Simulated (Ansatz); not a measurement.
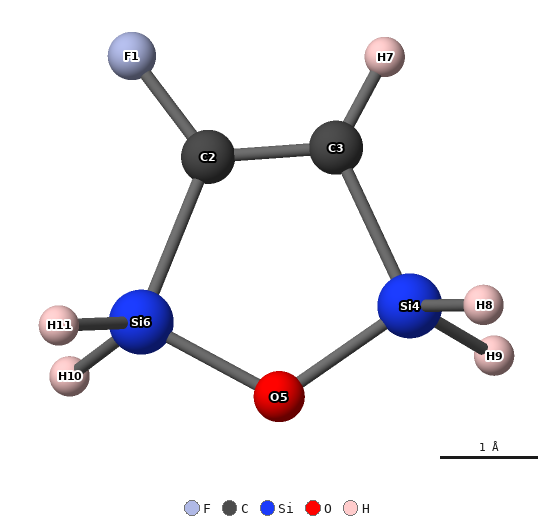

Figure 1. The structure (ball-and-stick view, seen at a tilt; atoms are numbered from 1 in the order of the input). Bond lengths as drawn: C–C 1.33 Å, C–F 1.34 Å, C–H 1.09 Å, C–Si 1.86 to 1.89 Å, H–Si 1.48 Å and O–Si 1.65 to 1.66 Å.

**Single-point calculation of C₂H₅FOSi₂**

C₂H₅FOSi₂, SMILES FC1=C[SiH2]O[SiH2]1, computed with RKS BHLYP-D4/def2-TZVPP (Ansatz 0.2.0).

The geometry comes from this level: PBE0-D4/def2-TZVP.

The input:
```yaml
crystal:
  periodic: [false, false, false]
  atoms:
    - {symbol: F, position_ang: [2.283860, -0.781107, -0.948621]}
    - {symbol: C, position_ang: [1.112533, -0.395716, -0.418156]}
    - {symbol: C, position_ang: [0.774770, -0.658641, 0.844325]}
    - {symbol: Si, position_ang: [-0.911827, 0.022392, 1.230979]}
    - {symbol: O, position_ang: [-1.308092, 0.704594, -0.228725]}
    - {symbol: Si, position_ang: [-0.173837, 0.558395, -1.415193]}
    - {symbol: H, position_ang: [1.441207, -1.202766, 1.507921]}
    - {symbol: H, position_ang: [-0.893726, 1.053681, 2.298431]}
    - {symbol: H, position_ang: [-1.895103, -1.027380, 1.597715]}
    - {symbol: H, position_ang: [-0.684913, -0.209921, -2.575902]}
    - {symbol: H, position_ang: [0.320429, 1.879571, -1.872275]}
basis:
  gaussian: {orbitals: def2-TZVPP}
hamiltonian: {xc: {name: BHLYP}, dispersion: d4}
output: {orbitals: {seedname: orbitals}}
```

Log:
```
Functional definition: BHLYP
  name "BHLYP"
  cite "Becke, J. Chem. Phys. 98, 1372 (1993) doi:10.1063/1.464304"
  cite "Becke, Phys. Rev. A 38, 3098 (1988) doi:10.1103/PhysRevA.38.3098"
  cite "Lee, Yang & Parr, Phys. Rev. B 37, 785 (1988) doi:10.1103/PhysRevB.37.785"
  parameter a = 0.5
  exchange = (1 - a)*b88_x + a*exact_x
  correlation = lyp_c
1709 factors; their error is unknown
mean field evaluation 1: about -22670.2804 eV, gradient 5.8e1 eV
mean field evaluation 2: about -22668.9658 eV, gradient 6.4e1 eV
mean field evaluation 4: about -22676.4430 eV, gradient 2.8e0 eV
mean field evaluation 8: about -22676.4551 eV, gradient 1.7e-1 eV
mean field evaluation 16: about -22676.5983 eV, gradient 4.2e-4 eV
mean field -22676.59831330 eV, -833.3496172634 hartree, gradient 2.3e-5 eV, S^2 0.000000; 0 other end points of the search recorded, 0 dependent functions left out
reference -22676.59850022 eV, -833.3496241326 hartree; 31, 31 occupied and 247, 247 virtual orbitals, 1709 factors
Total energy: -22676.99035808 eV, -833.3640246432 hartree
```

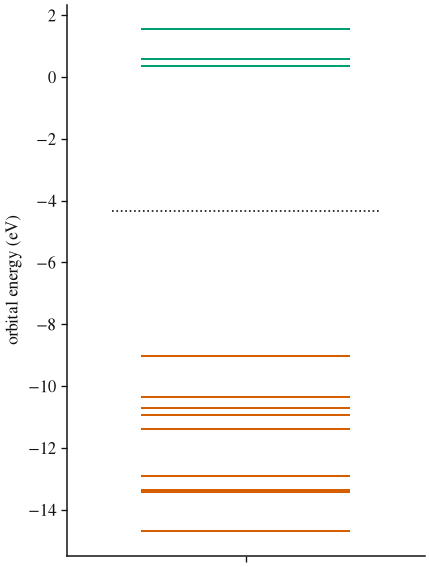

Figure 2. Orbital energies near the frontier; the dotted line parts filled from empty levels, and levels within 0.02 eV of each other stand side by side. Highest filled −9.03 eV, lowest empty 0.34 eV, 9.37 eV apart.

Results in brief:

| quantity | value |
| --- | --- |
| outcome | converged |
| total energy | −22676.9904 eV |
| mean-field energy | −22676.5985 eV |
| dispersion energy | −0.3919 eV |
| SCF solution under orbital rotations | stable |
| HOMO | −9.03 eV |
| LUMO | 0.34 eV |
| hardware | 4 threads of Oxide Virtual Turin-like, 27 GiB of memory available, shared host |
| wall time | 5 s (CPU time 18 s) |
| peak memory | 0.87 GiB |
